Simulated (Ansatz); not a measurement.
## Electronic structure of C2H6BrSn (SMILES [CH3][Sn+]([CH3])[Br]) (charge +1) in real space

Input file:

```
basis:
  gaussian: {orbitals: def2-TZVPD}
crystal:
  periodic: [false, false, false]
  atoms:
    - symbol: C
      position_ang: [-0.507995, -0.547661, -1.430887]
    - symbol: C
      position_ang: [-3.779071, 1.031426, 0.083841]
    - symbol: Br
      position_ang: [-1.431823, -1.096747, 2.257588]
    - symbol: Sn
      position_ang: [-1.959673, -0.104320, 0.084416]
    - symbol: H
      position_ang: [0.251737, 0.248824, -1.387734]
    - symbol: H
      position_ang: [-1.004575, -0.554039, -2.411093]
    - symbol: H
      position_ang: [-0.057588, -1.519708, -1.188719]
    - symbol: H
      position_ang: [-3.693670, 1.842234, -0.652967]
    - symbol: H
      position_ang: [-4.588068, 0.338547, -0.197036]
    - symbol: H
      position_ang: [-3.936522, 1.412214, 1.101887]
total_charge: 1
hamiltonian: {xc: pbe0}
output: {forces: true, orbitals: {seedname: orbitals}}
```

Command:

```sh
ansatz run input.yaml --threads 2 --pin off --max-ram 4350MiB --events-out events.jsonl --progress --plain --runs-dir runs
```

Geometry: B3LYP-D3(BJ)/def2-SVP; core potentials replace the inner electrons of Sn.

Level of theory: isolated molecule in a Gaussian basis; Kohn-Sham density functional theory, functional PBE0 (Ansatz).

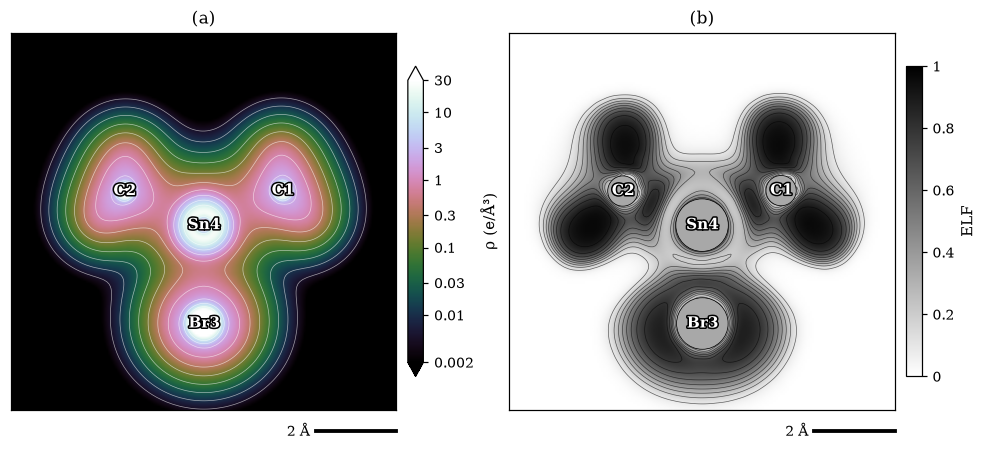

Figure 1. (a) electron density; (b) ELF on the plane of atoms C2, Sn4 and Br3. Grey discs cover the atomic cores in the ELF map.

> Describe what can be read from this map.

Atoms in the plane: C, Br and Sn.
C–Sn (2.14 Å): ρ at the midpoint is about 0.73 e/Å³; the ELF peaks at about 0.85 in the valence shell of C, 0.8 Å from its nucleus, and drops to about 0.20 between the two atoms.
Sn–Br (2.45 Å): ρ is about 0.59 e/Å³ halfway; the ELF peaks at about 0.75 in the valence shell of Br, 1.0 Å from its nucleus, and drops to about 0.20 between the two atoms.
The ELF also peaks beside Br3, away from the bonds: lone-pair regions.

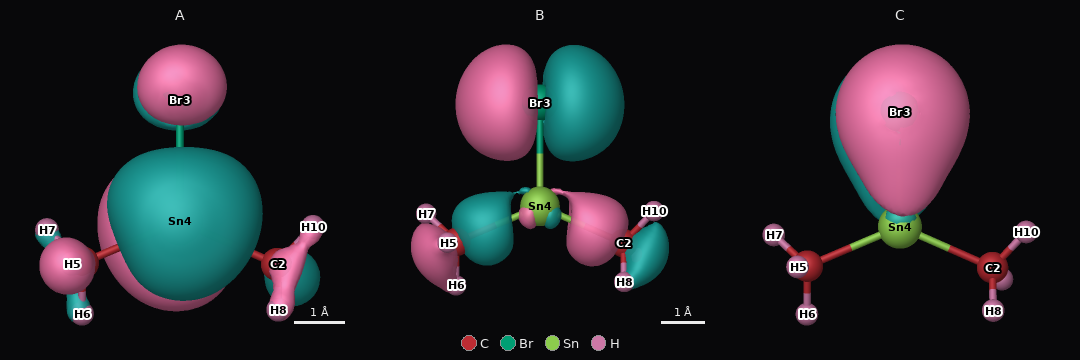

Figure 2. Three frontier orbitals at ±0.08 Å⁻³ᐟ² (teal and pink are the two phases), in no order.

> Order the three orbitals by energy and name them.

C is the HOMO−1 (−13.41 eV). By Hirshfeld shares it lies mainly on Br3 (about 90 %) and Sn4 (about 10 %); largely a lone pair of Br3. B is the HOMO (−12.96 eV). By Hirshfeld shares it lies mainly on Br3 (about 75 %), Sn4 (about 10 %), C2 (about 5 %) and C1 (about 5 %); largely a lone pair of Br3. A is the LUMO (−7.74 eV). Its weight (Hirshfeld) is mainly on Sn4 (about 75 %) and Br3 (about 10 %).

> What is the HOMO–LUMO gap?

5.22 eV between the orbital energies.
